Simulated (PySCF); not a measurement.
## A study: AgH₃Sb, charge +1, SMILES `[Ag+].[SbH3]`

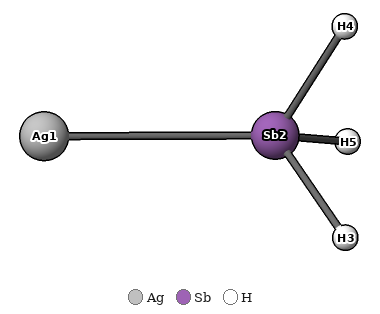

The molecule, with its atoms numbered as below. The pair's geometry is semi-empirical, so its contact may be too short or too long.

Coordinates in Å:

```
Ag1     -1.4702    0.0000    0.0000
Sb2      1.2337    0.0000    0.0000
H3       2.0598   -1.0569    0.9618
H4       2.0597    1.3615    0.4344
H5       2.0598   -0.3044   -1.3962
```

Part 1: Bonding charge

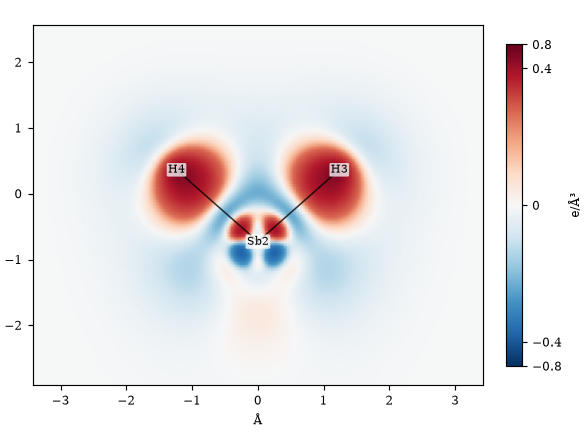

Deformation density (molecule less spherical, spin-averaged free atoms) in the plane of Sb2, H3 and H4; colour scale in e/Å³, logarithmic beyond ±0.1; red: gain, blue: loss.

Computed with PySCF, TPSS/def2-SVPD, geometry: GFN2-xTB. Core potentials replace the inner electrons of Ag and Sb; spin–orbit coupling isn't included.

**How much density has each bond in this plane gained at its critical point, relative to the free atoms?**

Sb2–H3 and Sb2–H4: +0.20 e/Å³ at the bond critical point (bond length 1.65 Å). In all, 0.7 electrons gather in the regions of gain relative to the promolecule of neutral atoms (the regions of loss give up this much and the cation's charge besides).

Part 2: Local ionisation energy

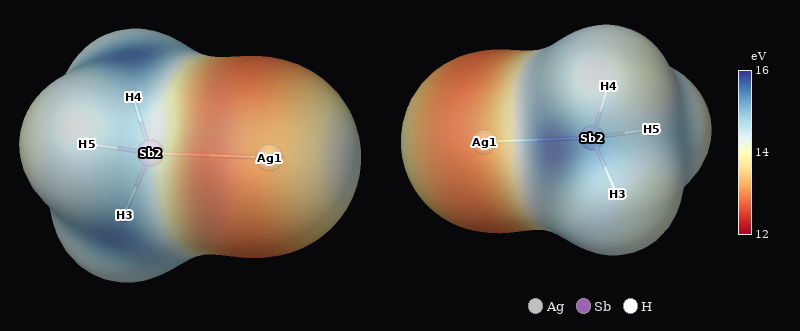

Average local ionisation energy on the surface of electron density 0.001 a.u. (back view left, front view right).

**Locate the minima of the map.**

The lowest value is 12.9 eV, 2.1 Å from Ag1, and at like points elsewhere. Further minima include 14.2 eV, 1.4 Å from H4, and at like points elsewhere. For comparison, the highest occupied orbital lies at −12.3 eV.

**What volume does the surface enclose?**

About 93 Å³.

Part 3: Weak contacts

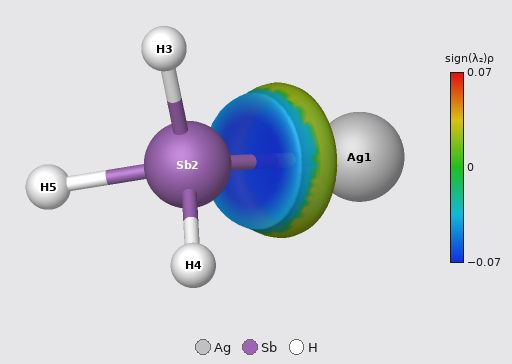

Non-covalent interaction surfaces between the fragments (reduced density gradient s = 0.6, coloured by sign(λ₂)ρ in a.u.; trimmed to the region between the fragments where ρ is under 0.1 a.u.). Fragment A: Ag(+1) (atom 1); fragment B: SbH3.

Level of theory: TPSS/def2-SVPD (PySCF), at a geometry from GFN2-xTB. Core potentials replace the inner electrons of Ag and Sb; spin–orbit coupling isn't included.

**Which interactions hold the two fragments together?**

Bond critical points between the fragments: Ag1···Sb2, 2.70 Å, ρ = 0.056 a.u. It appears blue (attractive, sign(λ₂)ρ well below zero). The pose is a local one from a semi-empirical search, not shown to be the most stable. With a charged fragment, long-range electrostatics, which these surfaces don't show, weighs heavily in the interaction energy.

**How strongly are they bound?**

The counterpoise-corrected interaction energy of the frozen fragments is −46.3 kcal/mol without dispersion correction and −48.1 kcal/mol with D3(BJ). D3 uses neutral-atom coefficients and tends to overbind metal cations. The pair geometry is semi-empirical, not a minimum at this level.

Part 4: Binding density

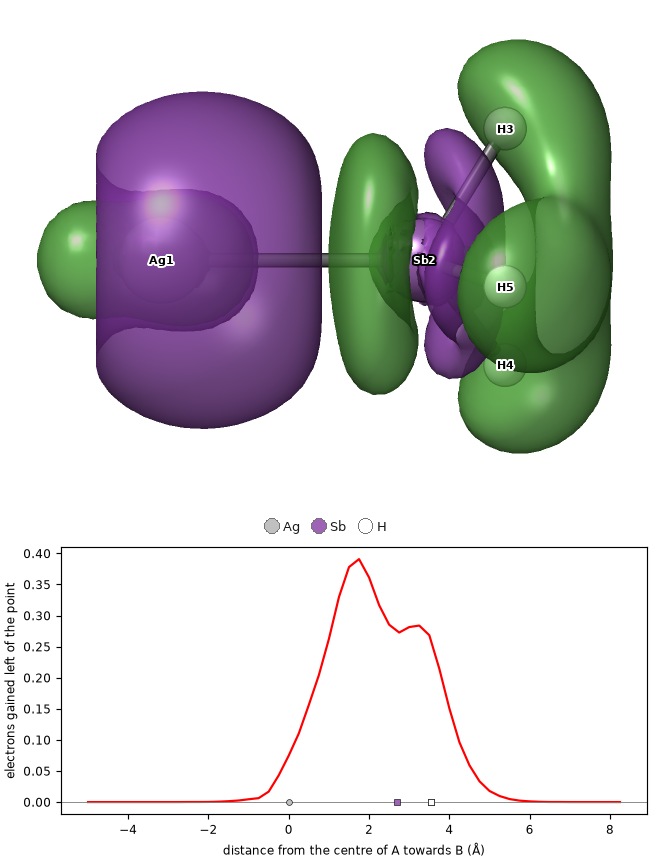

Density of the complex less the densities of the two fragments at the same geometry, ±0.01 e/Å³ (purple: gain, green: loss). Fragment A: Ag(+1) (atom 1); fragment B: SbH3. Below: the charge-displacement curve along the line of centres (A on the left).

**Which way does charge flow?**

Hirshfeld charges show 0.302 e passing from B to A. By Hirshfeld charges, electrons gather most on Ag1 (−0.302 e) and leave Sb2 most (+0.083 e); 0.56 e is displaced in all.

Part 5: Excited states

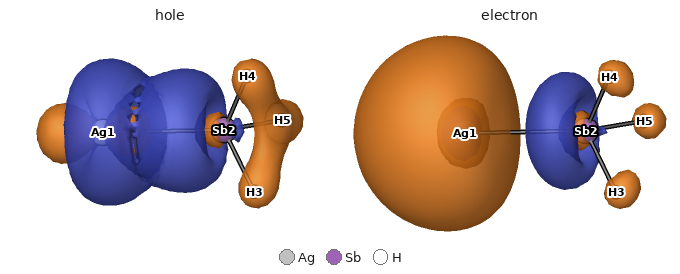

Leading natural transition orbital pair of S₁ (TDA singlet states); the surfaces enclose about 78 % of each orbital's density.

Computed with PySCF, ωB97X/def2-SVP, geometry: GFN2-xTB. Core potentials replace the inner electrons of Ag and Sb; spin–orbit coupling isn't included. Without diffuse functions Rydberg states are missing, so the states' numbers hold for this basis only.

**What kind of excitation is it, and where does it lie?**

4.98 eV (249 nm), f = 0.156 (bright), metal-centred; the leading pair carries 99 %; hole on Ag1 (70 %) and Sb2 (24 %), electron on Ag1 (84 %) and Sb2 (12 %); their centroids lie 0.9 Å apart. In canonical orbitals it is mainly HOMO → LUMO (79 %). The HOMO–LUMO gap is 9.90 eV.

The PySCF runs shown took 17 s, 35 s and 76 s on 1 thread of Arm Neoverse V2 (shared host).
